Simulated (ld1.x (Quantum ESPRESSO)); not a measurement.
**Cu, PAW: a sweep of the radius of the model core**

Aim: generate and test one potential in full, then change the radius of the model core and see what happens to hardness, ghosts and transferability.

Method: ld1.x (Quantum ESPRESSO) 7.5, LDA (PZ), scalar-relativistic.

1 further run of the same task is left out (set aside as unsound or not needed).

## (1) Starting point

The settings as typed:

```json
{
  "element": "copper (Cu, Z = 29)",
  "type": "PAW",
  "frozen core": "[Ne]",
  "valence charge": "19",
  "reference configuration": "3s2 3p6 3d10 4s1 4p0",
  "partial waves": "3s (bound): rcut 1.10, rcutus 1.20 bohr; 4s (bound): rcut 1.10, rcutus 1.20 bohr; 3p (bound): rcut 1.40, rcutus 1.60 bohr; 4p (bound, empty): rcut 1.40, rcutus 1.60 bohr; 3d (bound): rcut 0.65, rcutus 0.85 bohr; 3d channel at 1.35 Ry: rcut 0.65, rcutus 0.85 bohr",
  "local potential": "all-electron potential smoothed inside 1.35 bohr (lloc = -2)",
  "core correction": "Bessel-smoothed model core inside 0.56 bohr",
  "augmentation charge": "BESSEL, radius 0.50 bohr"
}
```

## (2) The first potential

Cu.in reads:

```
 &input
   title='Cu', zed=29., rel=1, dft='PZ', iswitch=3,
   config='[Ar] 3d10 4s1 4p0',
   nld=3, rlderiv=1.75, eminld=-10.0, emaxld=5.0, deld=0.04
 /
 &inputp
   pseudotype=3, lpaw=.true., tm=.true., lloc=-2, rcloc=1.35,
   nlcc=.true., new_core_ps=.true., rcore=0.56,
   which_augfun='BESSEL', rmatch_augfun=0.50,
   file_pseudopw='Cu.UPF', file_wfcaegen='ae.wfc', file_wfcncgen='nc.wfc', file_beta='beta', file_chi='chi', file_wfcusgen='us.wfc'
 /
6
3S  1  0   2.00   0.00  1.10  1.20  0.0
4S  2  0   1.00   0.00  1.10  1.20  0.0
3P  2  1   6.00   0.00  1.40  1.60  0.0
4P  3  1   0.00   0.00  1.40  1.60  0.0
3D  3  2  10.00   0.00  0.65  0.85  0.0
3D  3  2   0.00   1.35  0.65  0.85  0.0
 &test
   configts(1)='3s2 3p6 3d10 4s1 4p0'
 /
```

Started as:

```console
$ ld1.x < Cu.in > Cu.out
```

The output, Cu.out (without the banner and most projector matrices):

```text
     Program LD1 v.7.5
     --------------------------- All-electron run ----------------------------

     Cu
     scalar relativistic calculation

     atomic number is 29.00
     dft =PZ   lsd =0 sic =0 latt =0  beta=0.20 tr2=1.0E-14
     Exchange-correlation= PZ
                           (   1   1   0   0   0   0   0)
     mesh =1199 r(mesh) = 100.25372 a.u. xmin = -7.00 dx = 0.01250
     1 Ry =  13.60569312 eV, c = 137.03599908

     n l     nl                  e(Ry)          e(Ha)          e(eV)
     1 0     1S 1( 2.00)      -649.2415      -324.6208     -8833.3811
     2 0     2S 1( 2.00)       -77.9384       -38.9692     -1060.4063
     2 1     2P 1( 6.00)       -67.3571       -33.6786      -916.4405
     3 0     3S 1( 2.00)        -8.3899        -4.1950      -114.1505
     3 1     3P 1( 6.00)        -5.2942        -2.6471       -72.0319
     3 2     3D 1(10.00)        -0.3913        -0.1957        -5.3243
     4 0     4S 1( 1.00)        -0.3576        -0.1788        -4.8648
     4 1     4P 1( 0.00)        -0.0577        -0.0288        -0.7850

     final scf error:  4.2E-15 reached in  29 iterations

     Etot =   -3304.518170 Ry,   -1652.259085 Ha,  -44960.260135 eV

     Ekin =    3352.291624 Ry,    1676.145812 Ha,   45610.251097 eV
     Encl =   -7962.289539 Ry,   -3981.144769 Ha, -108332.468018 eV
     Eh   =    1435.273990 Ry,     717.636995 Ha,   19527.897457 eV
     Exc  =    -129.794245 Ry,     -64.897123 Ha,   -1765.940670 eV

     normalization and overlap integrals

     s(1S/1S) =  1.000000  <r> =   0.0522  <r2> =    0.0037  r(max) =   0.0341
     s(2S/2S) =  1.000000  <r> =   0.2357  <r2> =    0.0655  r(max) =   0.1960
     s(2P/2P) =  1.000000  <r> =   0.2066  <r2> =    0.0524  r(max) =   0.1585
     s(3S/3S) =  1.000000  <r> =   0.7133  <r2> =    0.5889  r(max) =   0.6112
     s(3P/3P) =  1.000000  <r> =   0.7502  <r2> =    0.6671  r(max) =   0.6189
     s(3D/3D) =  1.000000  <r> =   1.0470  <r2> =    1.5711  r(max) =   0.5961
     s(4S/4S) =  1.000000  <r> =   2.8937  <r2> =    9.8815  r(max) =   2.2428
     s(4P/4P) =  1.000000  <r> =   4.8595  <r2> =   29.3066  r(max) =   3.5173

     ------------------------ End of All-electron run ------------------------

     --------------------- Generating PAW atomic setup --------------------

      Generating local potential from pseudized AE potential:
      Matching radius rcloc =   1.3500
      Enforcing V''(0)=0 (lloc=-2)

      Local pseudo, rcloc= 1.360 Estimated cut-off energy=    17.37 Ry

      Computing core charge for nlcc:

       r > 0.56 : true rho core
      Core charge pseudized with two Bessel functions
      Integrated core pseudo-charge :   1.78
      Wfc-us  3S rcutus= 1.200  Estimated cut-off energy=    37.61 Ry
      Wfc-us  4S rcutus= 1.200  Estimated cut-off energy=    76.79 Ry
      Wfc-us  3P rcutus= 1.580  Estimated cut-off energy=    34.90 Ry
      Wfc-us  4P rcutus= 1.580  Estimated cut-off energy=    66.16 Ry
      Wfc-us  3D rcutus= 0.846  Estimated cut-off energy=   158.06 Ry
      Wfc-us  3D rcutus= 0.846  Estimated cut-off energy=   164.77 Ry

     Required augmentation: BESSEL   radius:    0.500000
     Suggested rho cutoff for augmentation: 396.47 Ry

     Estimated PAW energy = -481.376081 Ryd

     The PAW screened D coefficients
    -5.35204    -0.83578     0.00000     0.00000     0.00000     0.00000
    -0.83578    -0.58215     0.00000     0.00000     0.00000     0.00000
     0.00000     0.00000    -5.49897    -0.65446     0.00000     0.00000
     0.00000     0.00000    -0.65446    -1.03372     0.00000     0.00000
     0.00000     0.00000     0.00000     0.00000    -7.42178    -5.29066
     0.00000     0.00000     0.00000     0.00000    -5.29066    -3.78295

     The PAW descreened D coefficients (US)
    -5.70359    -3.16501     0.00000     0.00000     0.00000     0.00000
    -3.16501    -1.77501     0.00000     0.00000     0.00000     0.00000
     0.00000     0.00000    11.59705    -3.09653     0.00000     0.00000
     0.00000     0.00000    -3.09653    -3.40651     0.00000     0.00000
     0.00000     0.00000     0.00000     0.00000    -4.06523    -2.69799
     0.00000     0.00000     0.00000     0.00000    -2.69799    -1.77749

     ------------------- End of pseudopotential generation -------------------

     [... the all-electron block is printed once more ...]


     Computing logarithmic derivative in   1.75764
     Computing logarithmic derivative in   1.75764
     Computing the partial wave expansion
     R is outside the sphere for l=    0 j= 0.00
     R is outside the sphere for l=    0 j= 0.00
     R is outside the sphere for l=    1 j= 0.00
     R is outside the sphere for l=    1 j= 0.00
     R is outside the sphere for l=    2 j= 0.00
     R is outside the sphere for l=    2 j= 0.00

     ---------------------- Testing the pseudopotential ----------------------

     Cu
     scalar relativistic calculation

     atomic number is 29.00   valence charge is 19.00
     dft = SLA  PZ   NOGX NOGC   lsd =0 sic =0 latt =0  beta=0.20 tr2=1.0E-14
     mesh =1199 r(mesh) = 100.25372 xmin = -7.00 dx = 0.01250

     n l     nl             e AE (Ry)        e PS (Ry)    De AE-PS (Ry)
     1 0     3S   1( 2.00)       -8.38991       -8.38995        0.00004
     2 1     3P   1( 6.00)       -5.29424       -5.29425        0.00001
     3 2     3D   1(10.00)       -0.39133       -0.39137        0.00004
     2 0     4S   1( 1.00)       -0.35756       -0.35758        0.00003
     3 1     4P   1( 0.00)       -0.05769       -0.05773        0.00004

     eps = 4.0E-15  iter =  8

     Etot =   -3304.518170 Ry,   -1652.259085 Ha,  -44960.260135 eV
     Etotps =  -481.375993 Ry,    -240.687996 Ha,   -6549.454033 eV

     Ekin =     439.489862 Ry,     219.744931 Ha,    5979.564199 eV
     Encl =   -1144.296632 Ry,    -572.148316 Ha,  -15568.948820 eV
     Ehrt =     353.225066 Ry,     176.612533 Ha,    4805.871854 eV
     Ecxc =    -129.794289 Ry,     -64.897145 Ha,   -1765.941266 eV
     (Ecc =      -4.737822 Ry,      -2.368911 Ha,     -64.461346 eV)

     ---------------------- End of pseudopotential test ----------------------
```

Run time: 1.4 s. Hardware: 1 thread, shared host. This counts the later configuration tests of the new file too.

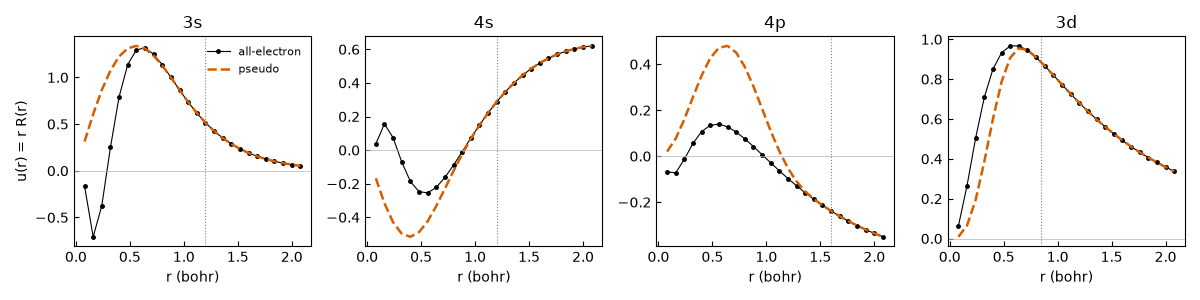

All-electron and pseudo partial waves (3s, 4s, 4p, 3d), with the matching radii dotted. The curves join 26 sampled radii, too few to resolve the innermost nodes.

## (3) Transferability test

Cu.test.in reads:

```
 &input
   title='Cu', zed=29., rel=1, dft='PZ', iswitch=2,
   config='[Ar] 3d10 4s1 4p0'
 /
 &test
   file_pseudo='Cu.UPF', nconf=10,
   configts(1)='3s2 3p6 3d10 4s1 4p0',
   configts(2)='3s2 3p6 3d10 4s0 4p0',
   configts(3)='3s2 3p6 3d9 4s0 4p0',
   configts(4)='3s2 3p6 3d8 4s0 4p0',
   configts(5)='3s2 3p6 3d10 4s0 4p1',
   configts(6)='3s2 3p6 3d9 4s1 4p1',
   configts(7)='3s1 3p6 3d10 4s1 4p0',
   configts(8)='3s2 3p6 3d7 4s0 4p0',
   configts(9)='3s2 3p6 3d10 4s1 4p0', lsdts(9)=1,
   configts(10)='3s2 3p6 3d9 4s0 4p0', lsdts(10)=1
 /
```

Started as:

```console
$ ld1.x < Cu.test.in > Cu.test.out
```

Cu.test.out, the pseudopotential blocks, each with the warnings that came before it, cut to the lines that bear on the results:

```text
     ---------------------- Testing the pseudopotential ----------------------

     Cu
     scalar relativistic calculation

     atomic number is 29.00   valence charge is 19.00
     dft =SLA  PZ   NOGX NOGC   lsd =0 sic =0 latt =0  beta=0.20 tr2=1.0E-14
     mesh =1199 r(mesh) = 100.25372 xmin = -7.00 dx = 0.01250

     n l     nl             e AE (Ry)        e PS (Ry)    De AE-PS (Ry)
     1 0     3S   1( 2.00)       -8.38991       -8.38995        0.00004
     2 1     3P   1( 6.00)       -5.29424       -5.29425        0.00001
     3 2     3D   1(10.00)       -0.39133       -0.39137        0.00004
     2 0     4S   1( 1.00)       -0.35756       -0.35758        0.00003
     3 1     4P   1( 0.00)       -0.05769       -0.05773        0.00004

     eps = 3.5E-15  iter =  8

     Etot =   -3304.518170 Ry,   -1652.259085 Ha,  -44960.260135 eV
     Etotps =  -481.375993 Ry,    -240.687996 Ha,   -6549.454035 eV

     Ekin =     439.489862 Ry,     219.744931 Ha,    5979.564195 eV
     Encl =   -1144.296632 Ry,    -572.148316 Ha,  -15568.948819 eV
     Ehrt =     353.225066 Ry,     176.612533 Ha,    4805.871855 eV
     Ecxc =    -129.794289 Ry,     -64.897145 Ha,   -1765.941266 eV
     (Ecc =      -4.737822 Ry,      -2.368911 Ha,     -64.461346 eV)

     ---------------------- End of pseudopotential test ----------------------

     Warning: n=1, l=0 expected 0 nodes, found 1
     ---------------------- Testing the pseudopotential ----------------------

     Cu
     [...]
     n l     nl             e AE (Ry)        e PS (Ry)    De AE-PS (Ry)
     1 0     3S   1( 2.00)       -9.02829       -9.02810       -0.00019
     2 1     3P   1( 6.00)       -5.93481       -5.93682        0.00200
     3 2     3D   1(10.00)       -1.02947       -1.02962        0.00015
     2 0     4S   1( 0.00)       -0.89362       -0.89328       -0.00034
     3 1     4P   1( 0.00)       -0.48749       -0.48660       -0.00089

     eps = 6.8E-15  iter = 16

     Etot =   -3303.898252 Ry,   -1651.949126 Ha,  -44951.825730 eV
     Etotps =  -480.756151 Ry,    -240.378075 Ha,   -6541.020651 eV
     dEtot_ae =       0.619917 Ry
     dEtot_ps =       0.619842 Ry,   Delta E=       0.000075 Ry

     [...]
     ---------------------- End of pseudopotential test ----------------------
```

8 tests gave no usable energy difference (3s2 3p6 3d9 4s0 4p0; 3s2 3p6 3d8 4s0 4p0; 3s2 3p6 3d10 4s0 4p1; 3s2 3p6 3d9 4s1 4p1; others); the test run stopped with "negative rho".

Excitation and ionisation energies from 3s2 3p6 3d10 4s1 4p0, with the error of the potential. A star marks tests that logged a warning.

```tsv
valence configuration	charge	ΔE all-electron (eV)	error AE − PS (meV)
3s2 3p6 3d10 4s0 4p0 *	+1	8.434	+1.0
```

## (4) Logarithmic derivatives

Taken from the files of the generation run. The phase is arctan(r·u′/u) with u = r·R, unwrapped, with energies in Ry. A pole is an energy at which the radial function vanishes at the test radius. The pseudo phase is shifted by a multiple of π to meet the all-electron one at the reference energy. Levels narrower than the energy grid can be missing from the poles. The last column is the largest difference on the grid between −1 and +1 Ry.

```tsv
channel	radius (bohr)	reference (Ry)	poles AE	poles PS	window around the reference with phases within 0.05 rad (Ry)	largest difference near zero (rad)
s	1.76	-0.36	-8.30	-8.30	the whole range	0.000
p	1.76	-0.06	-5.13	-5.13	the whole range	0.000
d	1.76	-0.39	0.15	0.15	the whole range	0.000
```

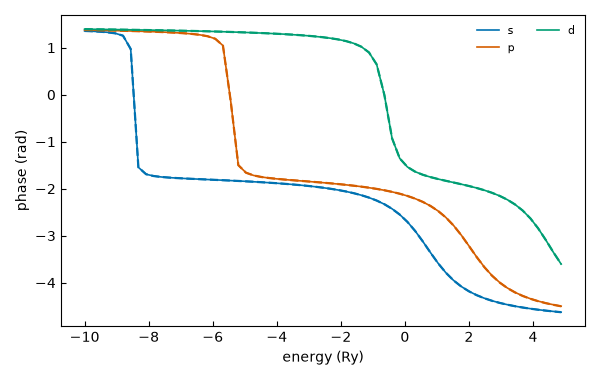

All-electron (solid) and pseudo (dashed) phases against energy.

## (5) Cutoff and ghost test in a Bessel basis

A separate test, outside the generator: the pseudo-atom's Hamiltonian at the reference potential is diagonalised in spherical Bessel functions j_l(qr) that vanish at 20 bohr, with q² up to the cutoff.

All-electron valence levels (Ry): 3s -8.3899, 4s -0.3576, 3p -5.2942, 4p -0.0577, 3d -0.3913. The lowest levels of each channel (Ry) by cutoff; the last column sums, over occupied levels, occupation times the distance from the level at 400 Ry. A positive value at high cutoff is not a bound level.

```csv
cutoff (Ry),s #1,s #2,p #1,p #2,d #1,f #1,Σ f·Δε (mRy)
8,-7.0626,-0.2258,-4.5020,-0.0129,0.0657,0.1137,12110.8
15,-8.0314,-0.2851,-5.1812,-0.0239,0.0656,0.1137,6038.0
25,-8.3371,-0.3178,-5.2850,-0.0293,0.0654,0.1137,4769.2
40,-8.3884,-0.3425,-5.2937,-0.0424,0.0651,0.1137,4587.0
55,-8.3892,-0.3549,-5.2941,-0.0568,0.0639,0.1137,4558.2
90,-8.3899,-0.3574,-5.2942,-0.0576,-0.2489,0.1137,1425.2
120,-8.3899,-0.3576,-5.2942,-0.0576,-0.3737,0.1137,177.4
180,-8.3899,-0.3576,-5.2942,-0.0577,-0.3901,0.1137,13.5
200,-8.3899,-0.3576,-5.2942,-0.0577,-0.3905,0.1137,9.5
260,-8.3899,-0.3576,-5.2942,-0.0577,-0.3913,0.1137,1.4
400,-8.3899,-0.3576,-5.2942,-0.0577,-0.3914,0.1137,0.0
```

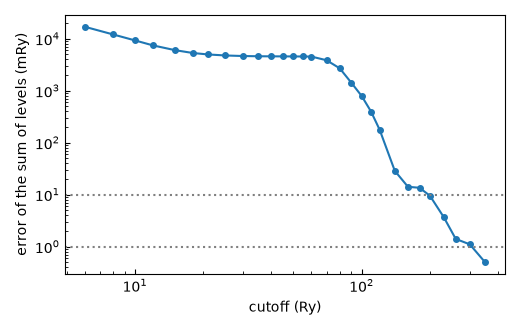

Occupation-weighted error of the valence levels against the cutoff; the dotted lines mark 10 and 1 mRy.

The sum stays within 10 mRy from 200 Ry and within 1 mRy only somewhere over 300 Ry. The sum leaves out empty levels, which can need more. Ghost test: no level below the all-electron spectrum of its channel (s, p, d, f tested).

## (6) Changed: radius of the model core (bohr) = 0.9

Changes to Cu.in since step 2:

```diff
@@ -7,3 +7,3 @@
    pseudotype=3, lpaw=.true., tm=.true., lloc=-2, rcloc=1.35,
-   nlcc=.true., new_core_ps=.true., rcore=0.56,
+   nlcc=.true., new_core_ps=.true., rcore=0.90,
    which_augfun='BESSEL', rmatch_augfun=0.50,
```

Started as:

```console
$ ld1.x < Cu.in > Cu.out
```

What the program wrote to Cu.out (without the banner and most projector matrices):

```text
     Program LD1 v.7.5
     [... all-electron run as in step 2 ...]


     --------------------- Generating PAW atomic setup --------------------

      Generating local potential from pseudized AE potential:
      Matching radius rcloc =   1.3500
      Enforcing V''(0)=0 (lloc=-2)

      Local pseudo, rcloc= 1.360 Estimated cut-off energy=    17.37 Ry

      Computing core charge for nlcc:

       r > 0.90 : true rho core
      Core charge pseudized with two Bessel functions
      Integrated core pseudo-charge :   0.05
      Wfc-us  3S rcutus= 1.200  Estimated cut-off energy=    37.61 Ry
      Wfc-us  4S rcutus= 1.200  Estimated cut-off energy=    76.79 Ry
      Wfc-us  3P rcutus= 1.580  Estimated cut-off energy=    34.90 Ry
      Wfc-us  4P rcutus= 1.580  Estimated cut-off energy=    66.16 Ry
      Wfc-us  3D rcutus= 0.846  Estimated cut-off energy=   158.06 Ry
      Wfc-us  3D rcutus= 0.846  Estimated cut-off energy=   164.77 Ry

     Required augmentation: BESSEL   radius:    0.500000
     Suggested rho cutoff for augmentation: 396.47 Ry

     Estimated PAW energy = -481.376081 Ryd

     The PAW screened D coefficients
    -5.35204    -0.83578     0.00000     0.00000     0.00000     0.00000
    -0.83578    -0.58215     0.00000     0.00000     0.00000     0.00000
     0.00000     0.00000    -5.49897    -0.65446     0.00000     0.00000
     0.00000     0.00000    -0.65446    -1.03372     0.00000     0.00000
     0.00000     0.00000     0.00000     0.00000    -7.42178    -5.29066
     0.00000     0.00000     0.00000     0.00000    -5.29066    -3.78295

     The PAW descreened D coefficients (US)
    -5.66014    -3.18624     0.00000     0.00000     0.00000     0.00000
    -3.18624    -1.78759     0.00000     0.00000     0.00000     0.00000
     0.00000     0.00000    11.90839    -3.13034     0.00000     0.00000
     0.00000     0.00000    -3.13034    -3.44613     0.00000     0.00000
     0.00000     0.00000     0.00000     0.00000    -3.98434    -2.63514
     0.00000     0.00000     0.00000     0.00000    -2.63514    -1.72868

     ------------------- End of pseudopotential generation -------------------

     [... all-electron run as in step 2 ...]


     Computing logarithmic derivative in   1.75764
     Computing logarithmic derivative in   1.75764
     Computing the partial wave expansion
     R is outside the sphere for l=    0 j= 0.00
     R is outside the sphere for l=    0 j= 0.00
     R is outside the sphere for l=    1 j= 0.00
     R is outside the sphere for l=    1 j= 0.00
     R is outside the sphere for l=    2 j= 0.00
     R is outside the sphere for l=    2 j= 0.00

     ---------------------- Testing the pseudopotential ----------------------

     Cu
     scalar relativistic calculation

     atomic number is 29.00   valence charge is 19.00
     dft = SLA  PZ   NOGX NOGC   lsd =0 sic =0 latt =0  beta=0.20 tr2=1.0E-14
     mesh =1199 r(mesh) = 100.25372 xmin = -7.00 dx = 0.01250

     n l     nl             e AE (Ry)        e PS (Ry)    De AE-PS (Ry)
     1 0     3S   1( 2.00)       -8.38991       -8.38995        0.00004
     2 1     3P   1( 6.00)       -5.29424       -5.29425        0.00001
     3 2     3D   1(10.00)       -0.39133       -0.39137        0.00004
     2 0     4S   1( 1.00)       -0.35756       -0.35758        0.00003
     3 1     4P   1( 0.00)       -0.05769       -0.05773        0.00004

     eps = 3.1E-15  iter =  8

     Etot =   -3304.518170 Ry,   -1652.259085 Ha,  -44960.260135 eV
     Etotps =  -481.375993 Ry,    -240.687997 Ha,   -6549.454038 eV

     Ekin =     439.489837 Ry,     219.744919 Ha,    5979.563858 eV
     Encl =   -1144.296612 Ry,    -572.148306 Ha,  -15568.948547 eV
     Ehrt =     353.225065 Ry,     176.612533 Ha,    4805.871841 eV
     Ecxc =    -129.794283 Ry,     -64.897142 Ha,   -1765.941190 eV
     (Ecc =      -0.028005 Ry,      -0.014003 Ha,      -0.381033 eV)

     ---------------------- End of pseudopotential test ----------------------
```

Wall time 1.4 s (1 thread, shared host). This counts the later configuration tests of the new file too.

The new file went through the configuration test as well (its log is not shown).

8 tests gave no usable energy difference (3s2 3p6 3d9 4s0 4p0; 3s2 3p6 3d8 4s0 4p0; 3s2 3p6 3d10 4s0 4p1; 3s2 3p6 3d9 4s1 4p1; others); the test run stopped with "negative rho".

Energies count from the reference configuration 3s2 3p6 3d10 4s1 4p0; the error is all-electron less pseudo. A star marks tests that logged a warning.

```tsv
valence configuration	charge	ΔE all-electron (eV)	error AE − PS (meV)
3s2 3p6 3d10 4s0 4p0 *	+1	8.434	+0.9
```

Compared with the first run, the loose cutoff stays at 200 Ry, the largest error in the tests that it solved is +0.9 meV (3s2 3p6 3d10 4s0 4p0) and there is no bound ghost. The cutoff and ghost tests hold the potential at its reference, so a core or compensation setting can't move them.

## (7) Results

Cutoffs, loose and tight: the cutoffs (Ry, on a coarse ladder) from which the occupation-weighted sum of valence levels, in a spherical-Bessel basis at the reference potential, stays within 10 and 1 mRy of its value at 400 Ry; empty and scattering waves don't count. The number of plane waves in a given cell goes as the cutoff to the power 3/2; it is given for the loose cutoff, relative to the first potential. Test errors are all-electron less pseudo. The phase difference is the largest within 1 Ry of zero, over the channels with partial waves.

| radius of the model core (bohr) | outcome | cutoff, loose | cutoff, tight | plane waves, relative | bound ghosts | largest test error (meV) | phase difference near zero (rad) | lowest overlap eigenvalue (Bessel basis) |
| --- | --- | --- | --- | --- | --- | --- | --- | --- |
| 0.56 (first) | generated | 200 Ry | over 300 Ry | 1.00 | none | +1.0 (8 tests unsolved) | 0.000 | 0.080 |
| 0.9 | generated | 200 Ry | over 300 Ry | 1.00 | none | +0.9 (8 tests unsolved) | 0.000 | 0.080 |

In words: The loose cutoff is 200 Ry at 0.56 and 200 Ry at 0.9. The cutoffs concern the waves at a fixed potential, which this setting can't move; it bears on the density and its cutoff, which were not tested.

The first potential by itself. By total energies transferability is very good where solved: the largest error is 1.0 meV on 8.4 eV, for 3s2 3p6 3d10 4s0 4p0. The test run broke off, so later configurations gave nothing; the verdict rests on few tests. By its cutoff, 200 Ry for the looser tolerance, it is very hard. The tighter tolerance needs over 300 Ry, and converged work needs a cutoff nearer that. The slowest occupied level is 3d: taken alone it needs 200 Ry to come within 1 mRy, against 70 Ry for 4s.
